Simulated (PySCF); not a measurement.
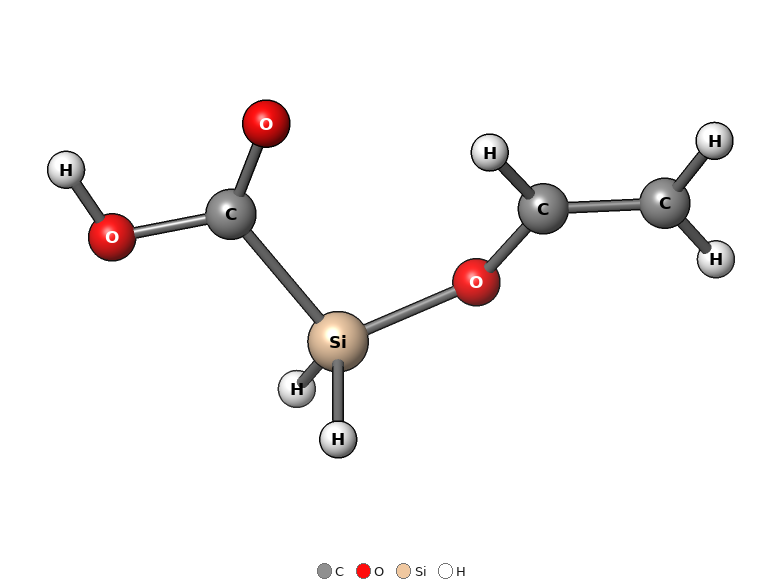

Rendered structure (ball-and-stick style).

The computed structure is the end point of a PBE0-D3(BJ)/def2-SVP optimisation. No frequency run is at hand to confirm it as a minimum.

Describe the molecule.

Formula C₃H₆O₃Si. As SMILES it reads `C=CO[SiH2]C(=O)O`. It has no ring. Among its groups: carboxylic acid, alkene, Si–H bond, Si–O bond. The point group is C1. Coordination: 3 C trigonal planar; 2 O bent; 1 Si tetrahedral.

More results for the same structure follow; atom numbers are the same in all pictures, views and colours differ.

**Shape**

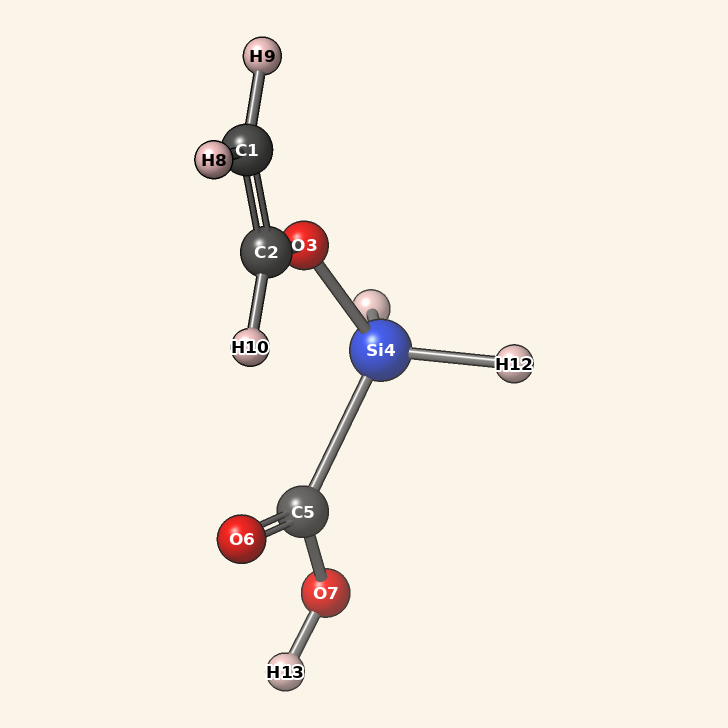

O3 lies behind C2. The molecule seen a little off the C2–O3 bond, C2 in front. Distant atoms are faded towards the background colour. No frequency run is at hand to confirm it as a minimum.

**What is the torsion angle C1–C2–O3–Si4? The sign is positive where the front bond must turn clockwise to cover the back bond.**

156°, antiperiplanar (anti).

**NMR shielding**

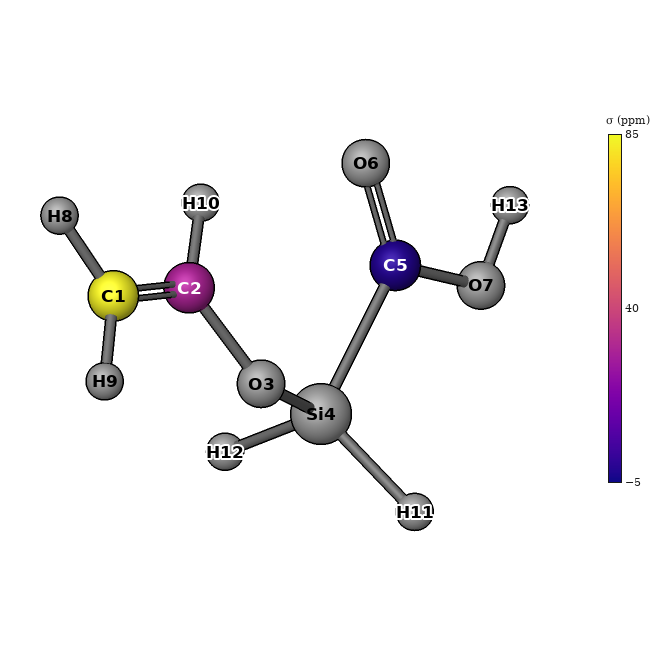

Atoms are coloured by their isotropic NMR shieldings (C only, the others grey). No frequency run is at hand to confirm it as a minimum. Method: GIAO PBE0/pcSseg-1 NMR shielding, non-relativistic, IEF-PCM chloroform (PySCF 2.14.0).

Give the isotropic NMR shieldings of the C atoms atom by atom.

| atom | σ (ppm) |
| --- | --- |
| C1 | 83.0 |
| C2 | 29.2 |
| C5 | −1.8 |

**Levels of theory compared**

No frequency run is at hand to confirm it as a minimum. Program: PySCF 2.14.0.

Compare HOMO–LUMO gap (eV), dipole (D) at these levels: BHandHLYP/aug-pcX-1 (pcseg-1 on H) (def2-SVPD on Si); CAM-B3LYP/def2-SVPD; CAM-B3LYP/def2-SVPD in chloroform (IEF-PCM); PBE0/pcSseg-1; PBE0/pcSseg-1 in chloroform (IEF-PCM); PBE0/pcSseg-1 in methanol (IEF-PCM); ωB97X-D/pcSseg-2.

```json
{"level": "BHandHLYP/aug-pcX-1 (pcseg-1 on H) (def2-SVPD on Si)", "HOMO–LUMO gap (eV)": "8.08", "dipole (D)": "1.83"}
{"level": "CAM-B3LYP/def2-SVPD", "HOMO–LUMO gap (eV)": "8.42", "dipole (D)": "1.81"}
{"level": "CAM-B3LYP/def2-SVPD in chloroform (IEF-PCM)", "HOMO–LUMO gap (eV)": "8.59", "dipole (D)": "2.21"}
{"level": "PBE0/pcSseg-1", "HOMO–LUMO gap (eV)": "6.09", "dipole (D)": "1.87"}
{"level": "PBE0/pcSseg-1 in chloroform (IEF-PCM)", "HOMO–LUMO gap (eV)": "6.28", "dipole (D)": "2.27"}
{"level": "PBE0/pcSseg-1 in methanol (IEF-PCM)", "HOMO–LUMO gap (eV)": "6.36", "dipole (D)": "2.41"}
{"level": "ωB97X-D/pcSseg-2", "HOMO–LUMO gap (eV)": "9.68", "dipole (D)": "1.83"}
```

**Polarisability**

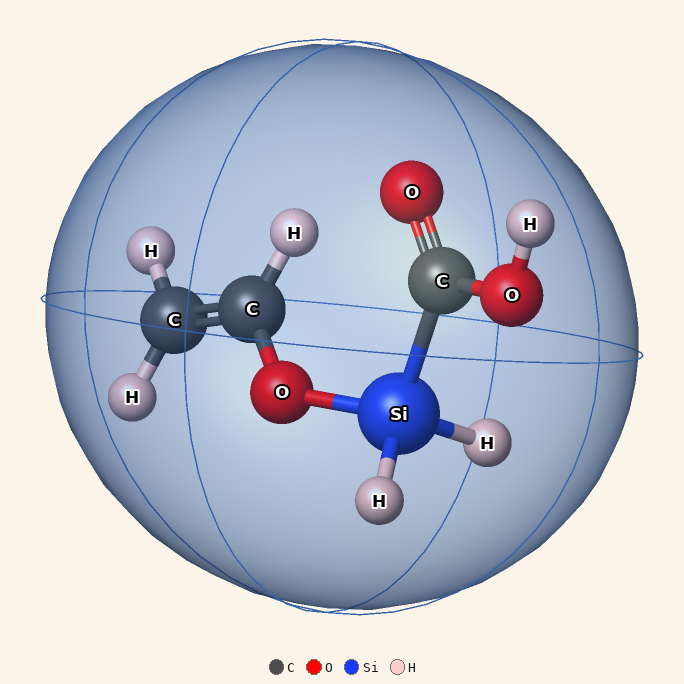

The ellipsoid shows the static dipole polarisability: its half-axes are proportional to the principal values. No frequency run is at hand to confirm it as a minimum. Computed with CAM-B3LYP/def2-SVPD in chloroform (IEF-PCM) (PySCF 2.14.0).

**Give the principal values, the mean and the anisotropy.**

Principal values 67.5, 88.7, 114.3 bohr³; mean 90.2 bohr³ (13.36 Å³); anisotropy 40.6 bohr³, so the longest axis is 1.69 times the shortest.
